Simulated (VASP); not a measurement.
Band structure of Se (trig). These are PBE GGA with D4 dispersion, VASP's PBE PAW potentials (set 64) (plane waves; VASP 6.6.1) values and carry that method's errors.

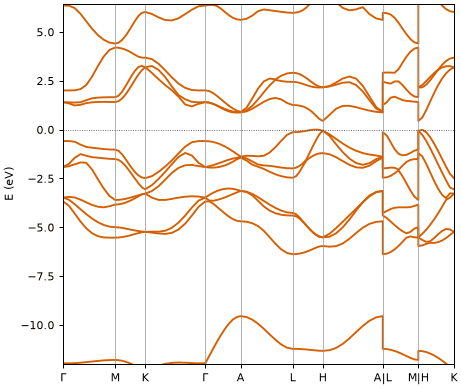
Bands along high-symmetry lines, zero at the valence-band maximum or, without a gap, the Fermi level

Question: Read the plot: is there a gap, and where are the band edges?

Answer: The gap is indirect, 0.44 eV, from the valence maximum at L-H at 0.78 to the conduction minimum at H. (Edges off the drawn lines would not show.)

The compound is Se in the trig structure. It was relaxed first, which changed the volume by -11 %.
